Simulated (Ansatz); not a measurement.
Pressure series in Cu

Take Cu in the fcc (Cu type) structure (space group Fm-3m, No. 225; a = 3.630 Å) as the base.

Cell and atoms are relaxed at each pressure.

All numbers come from PBE (Ansatz, a first-principles code), without spin-orbit coupling.

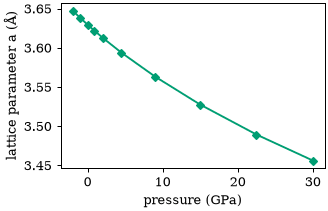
Figure. Lattice parameter a against pressure

```json
[
 {"pressure (GPa)": "-2", "lattice parameter a": "3.648 Å"},
 {"pressure (GPa)": "-1", "lattice parameter a": "3.638 Å"},
 {"pressure (GPa)": "0.9", "lattice parameter a": "3.622 Å"},
 {"pressure (GPa)": "2.1", "lattice parameter a": "3.612 Å"},
 {"pressure (GPa)": "4.5", "lattice parameter a": "3.594 Å"},
 {"pressure (GPa)": "9", "lattice parameter a": "3.563 Å"},
 {"pressure (GPa)": "15", "lattice parameter a": "3.528 Å"},
 {"pressure (GPa)": "22.5", "lattice parameter a": "3.489 Å"},
 {"pressure (GPa)": "30", "lattice parameter a": "3.456 Å"}
]
```

Load acts through the strain it causes; cell and atoms are relaxed under it. No phonon test of stability was made. Competing high-pressure phases were not computed. All final runs are without spin polarisation.
